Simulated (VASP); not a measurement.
Band structure of Sr₂AlGa₃ (space group P-6m2). Computed with PBEsol GGA, VASP's PBE PAW potentials (set 64) (plane waves; VASP).

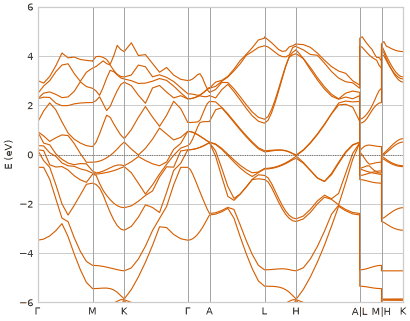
*Bands along high-symmetry lines, zero at the valence-band maximum or, without a gap, the Fermi level*

**Question.** Read the plot: is there a gap, and where are the band edges?

**Answer.** It has no gap at this level: it comes out as a metal or semimetal. (Edges off the drawn lines would not show.)

The structure comes from a computed database's Sr2AlGa3 entry (P-6m2); how it stands against other phases isn't given here. It was relaxed first.
